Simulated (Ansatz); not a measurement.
# Run report: AlHBrClF2, single-point calculation

The run: single-point calculation of AlHBrClF2. Method and program: RKS PBE0-D4/def2-TZVPP (Ansatz 0.2.0).

The geometry is the reactant side of a reaction. The reaction was set up to form Al1–Cl6 and Br2–H5 and to break Al1–Br2 and H5–Cl6 (atoms counted from 1 in the order of the input); sticks are drawn by distance alone. The geometry comes from this level: PBE0-D4/def2-TZVP.

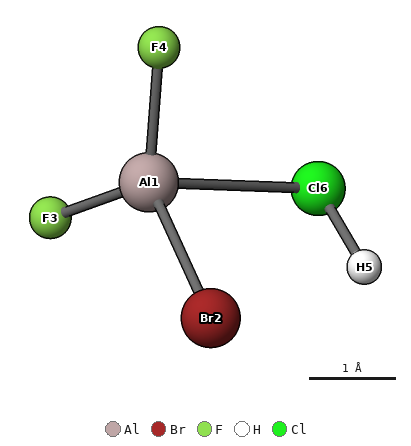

*The structure as given in the input (ball-and-stick view, seen at a tilt; atoms are numbered from 1 in the order of the input). Sticks mark near contacts.*

Bond lengths as drawn: Al–Br 2.26 Å, Al–Cl 2.49 Å, Al–F 1.64 Å and Cl–H 1.29 Å.

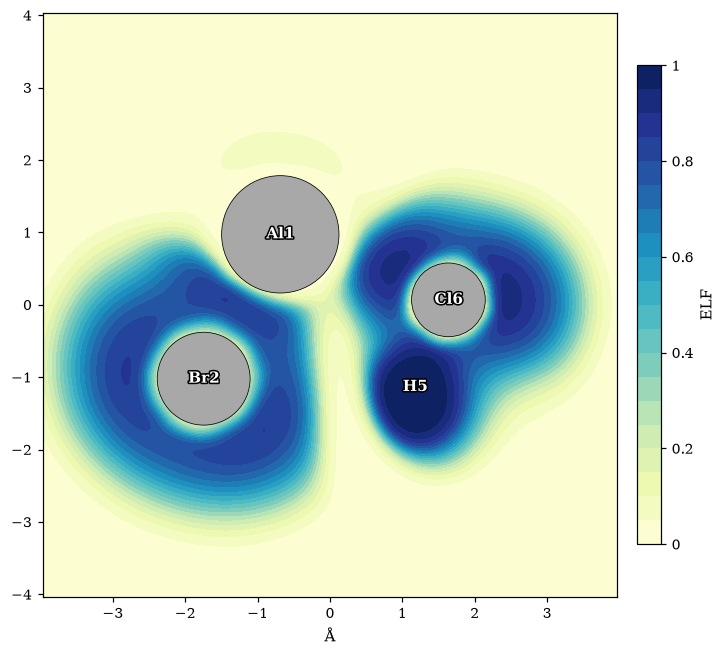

*Electron localisation function on the plane of atoms Al1, Cl6 and H5. Grey discs, where drawn, cover atomic cores.*

The section cuts through Al, Br, H and Cl sites. Al–Br (2.26 Å): the ELF peaks at about 0.85 in the valence shell of Br, 1.1 Å from its nucleus, and is about 0.85 at the midpoint. Al–Cl (2.49 Å): the ELF peaks at about 0.90 in the valence shell of Cl, 0.9 Å from its nucleus, and is about 0.80 at the midpoint (ionic bonding with no shared pair). Cl–H (1.29 Å): the ELF climbs to about 1 towards the hydrogen, as it does in any bond to H.

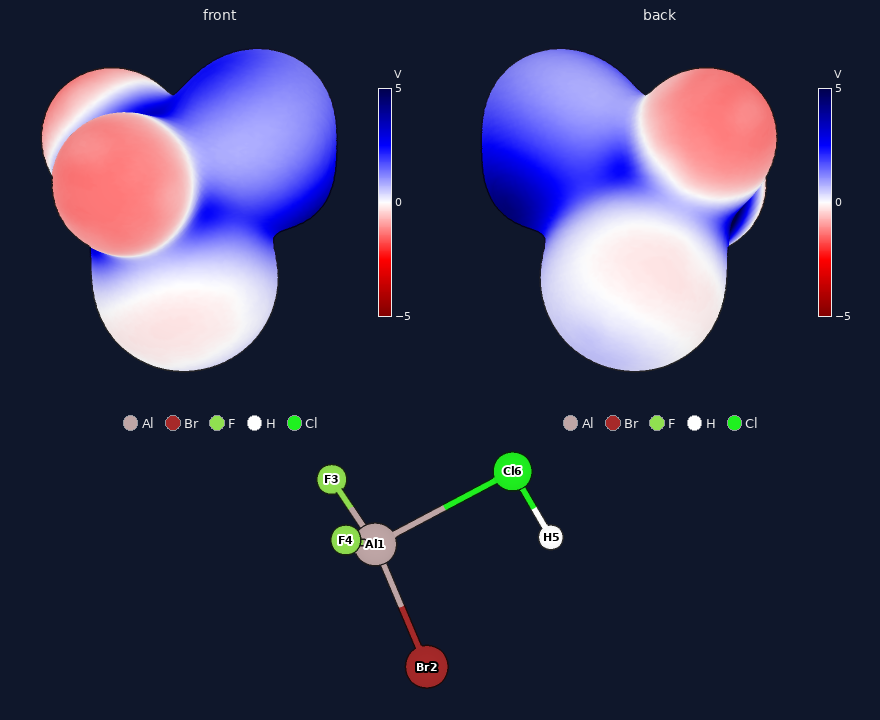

*The molecular electrostatic potential painted on the density surface at 0.004 e/bohr³, seen at a tilt and from behind; the colour scale runs from red (negative) to blue (positive). The bare structure is drawn below in the same view.*

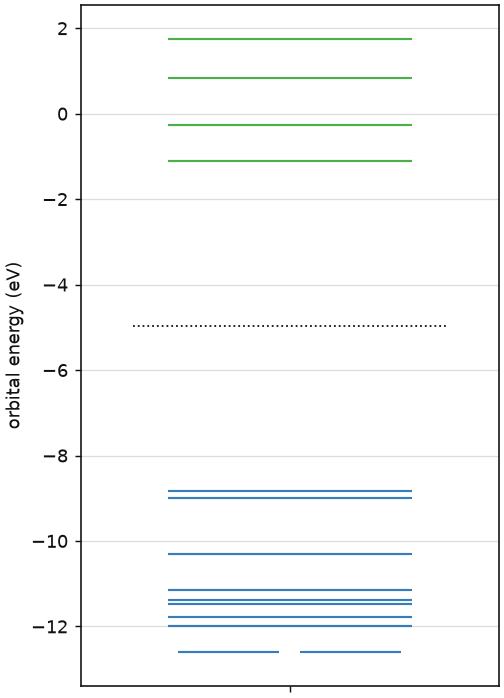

*Orbital energies near the frontier; the dotted line parts filled from empty levels, and levels within 0.02 eV of each other stand side by side.*

Highest filled −8.83 eV, lowest empty −1.11 eV, 7.72 eV apart.

These pictures come from the run below.

## Input file
```yaml
crystal:
  periodic: [false, false, false]
  atoms:
    - {symbol: Al, position_ang: [-0.384213, -0.469646, -0.490520]}
    - {symbol: Br, position_ang: [1.593953, -1.451249, -0.020040]}
    - {symbol: F, position_ang: [-0.552123, 0.283876, -1.937705]}
    - {symbol: F, position_ang: [-1.730264, -1.040399, 0.252933]}
    - {symbol: H, position_ang: [1.115848, 1.119236, 1.276745]}
    - {symbol: Cl, position_ang: [-0.043300, 1.558184, 0.918688]}
basis:
  gaussian: {orbitals: def2-TZVPP}
hamiltonian: {xc: pbe0, dispersion: d4}
output: {orbitals: {seedname: orbitals}}
```

Run as:
```bash
ansatz run in.yaml --threads 4 --pin off --events-out ev --progress --plain --max-ram 9574MiB
```

## The program's output
```
Functional definition: PBE0
  name "PBE0"
  cite "Adamo & Barone, J. Chem. Phys. 110, 6158 (1999) doi:10.1063/1.478522"
  cite "Perdew, Burke & Ernzerhof, Phys. Rev. Lett. 77, 3865 (1996) doi:10.1103/PhysRevLett.77.3865"
  parent pbe
  parameter a = 0.25
  parameter kappa = 0.804
  parameter beta = 0.06672455060314922
  exchange = (1 - a)*pbe_x(kappa = kappa, mu = beta*pi^2/3) + a*exact_x
  correlation = pbe_c(beta = beta)
1409 factors; their error is unknown
mean field evaluation 1: about -94600.5172 eV, gradient 5.3e1 eV
mean field evaluation 2: about -94593.4071 eV, gradient 9.0e1 eV
mean field evaluation 4: about -94604.5866 eV, gradient 1.7e0 eV
mean field evaluation 8: about -94605.0877 eV, gradient 5.9e-2 eV
mean field -94605.08766049 eV, -3476.6728458916 hartree, gradient 8.6e-5 eV, S^2 0.000000; 0 other end points of the search recorded, 0 dependent functions left out
reference -94605.08769001 eV, -3476.6728469762 hartree; 42, 42 occupied and 166, 166 virtual orbitals, 1409 factors
Total energy: -94605.22855341 eV, -3476.6780236109 hartree
```

## Summary

| quantity | value |
| --- | --- |
| outcome | converged |
| total energy | −94605.2286 eV |
| mean-field energy | −94605.0877 eV |
| dispersion energy | −0.1409 eV |
| SCF solution under orbital rotations | stable |
| HOMO | −8.83 eV |
| LUMO | −1.11 eV |
| hardware | 4 threads of Arm Neoverse V1, 23 GiB of memory available, shared host |
| wall time | 3 s (CPU time 11 s) |
| peak memory | 0.68 GiB |
